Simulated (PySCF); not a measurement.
**CH$_{4}$ClF, SMILES `Cl.CF`: what the electrons do**

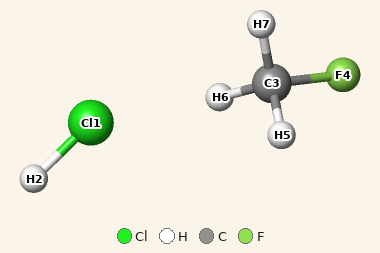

The molecule, with its atoms numbered as below. The pair's geometry is semi-empirical, so its contact may be too short or too long.

Geometry (Å), atoms numbered from 1:

```
Cl1     -1.9945    0.0452    0.0004
H2      -2.9787   -0.7680   -0.0020
C3       1.4263    0.0560   -0.0013
F4       2.7845   -0.0662    0.0010
H5       1.0503   -0.3232    0.9498
H6       1.0346   -0.5300   -0.8337
H7       1.1824    1.1124   -0.1220
```

## 1. Bonding charge

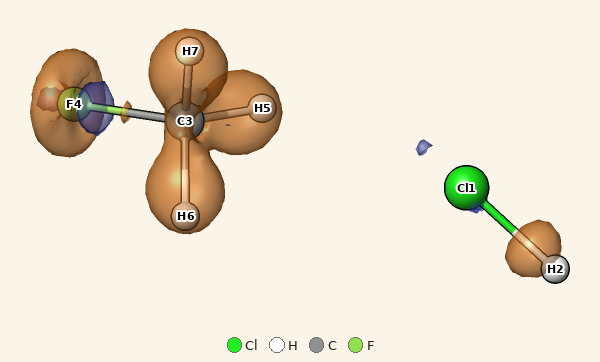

Deformation density (molecule less spherical, spin-averaged free atoms at the same positions), surfaces at ±0.23 e/Å³; orange: gain, blue: loss.

Computed with PySCF, HF/6-311G**, geometry: GFN2-xTB.

How much density has each bond gained at its critical point, relative to the free atoms?

Answer. C3–H6: +0.78 e/Å³ at the bond critical point (bond length 1.09 Å, Mayer order 1.0). C3–H5: +0.78 e/Å³ at the bond critical point (bond length 1.09 Å, Mayer order 1.0). C3–H7: +0.78 e/Å³ at the bond critical point (bond length 1.09 Å, Mayer order 1.0). Cl1–H2: +0.47 e/Å³ at the bond critical point (bond length 1.28 Å, Mayer order 1.0). C3–F4: −0.11 e/Å³ at the bond critical point (bond length 1.36 Å, Mayer order 0.8); up to 0.6 Å beside the axis the gain reaches +0.26 e/Å³. In all, 1.5 electrons gather in the regions of gain relative to the promolecule. A small or negative value marks a very polar bond, one between electron-rich atoms, whose free-atom densities already overlap strongly, a long bond to a heavier atom, or a closed-shell contact such as a hydrogen bond.

Where do the Hirshfeld charges lie?

Answer. The highest Hirshfeld charge is on H2 (+0.14 e), the lowest on F4 (−0.18 e).

## 2. Local ionisation energy

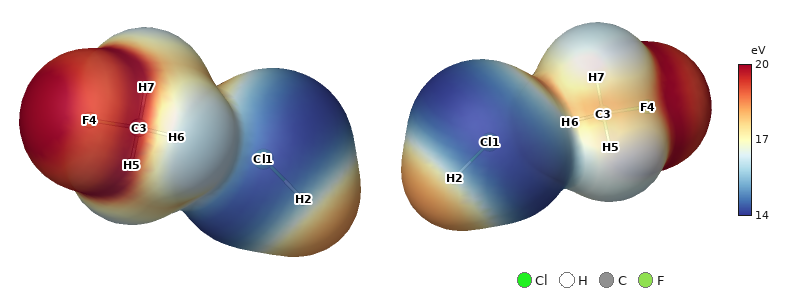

Average local ionisation energy on the surface of electron density 0.001 a.u. (back view left, front view right).

Where are the most loosely bound electrons on this surface?

Answer. The lowest value is 14.1 eV, 2.2 Å from Cl1. Further minima include 16.1 eV, 1.4 Å from H6, and at like points elsewhere; 19.1 eV, 1.6 Å from F4, and at like points elsewhere. For comparison, the highest occupied orbital lies at −13.3 eV.

## 3. Weak contacts

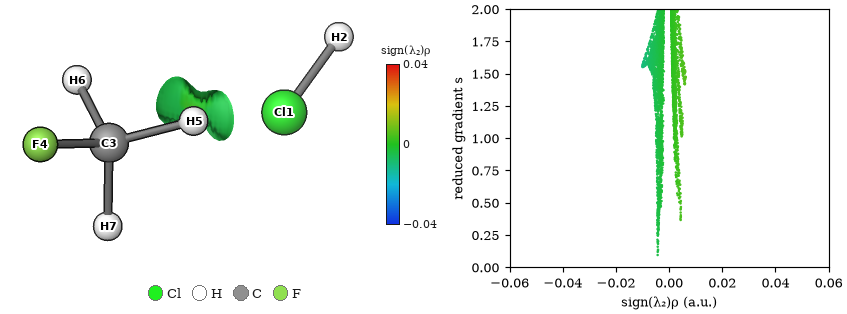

Non-covalent interaction surfaces between the fragments (reduced density gradient s = 0.4, coloured by sign(λ₂)ρ in a.u.; trimmed to the region between the fragments where ρ is under 0.06 a.u.). Fragment A: HCl (atoms 1–2); fragment B: H3CF. The plot gives s against sign(λ₂)ρ for grid points between the fragments.

Level of theory: HF/6-311G** (PySCF), at a geometry from GFN2-xTB.

Interpret the surfaces between the fragments.

Answer. Bond critical points between the fragments: Cl1···C3, 3.42 Å, ρ = 0.004 a.u., a bond path close to vanishing (ellipticity 2.8). It is weak and appears green (van der Waals range). The pose is a local one from a semi-empirical search, not shown to be the most stable.

How strongly are they bound?

Answer. The counterpoise-corrected interaction energy of the frozen fragments is +0.5 kcal/mol without dispersion correction and −1.0 kcal/mol with D3(BJ). The pair geometry is semi-empirical, not a minimum at this level.

## 4. Binding density

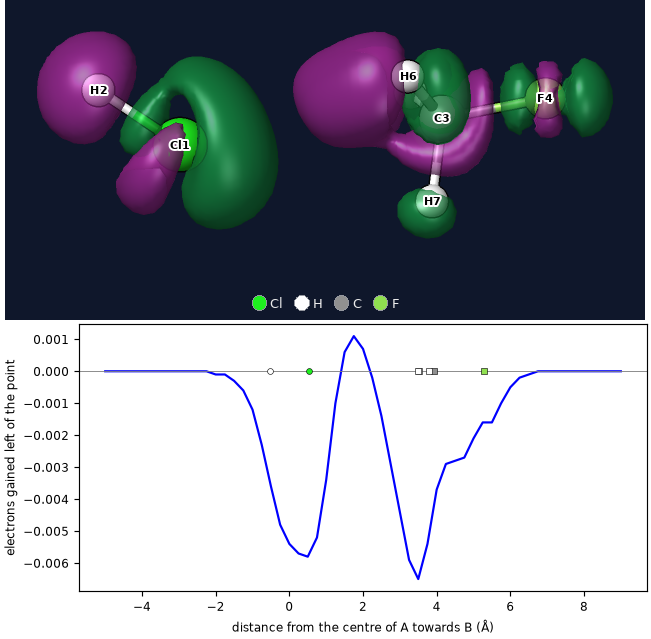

Density of the complex less the densities of the two fragments at the same geometry, ±0.0008 e/Å³ (green: gain, purple: loss). Fragment A: HCl (atoms 1–2); fragment B: H3CF. Below: the charge-displacement curve along the line of centres (A on the left).

Which way does charge flow?

Answer. Hirshfeld charges show almost no net transfer (under 0.005 e). 0.02 e is displaced in all, which induces a dipole of 0.11 D.
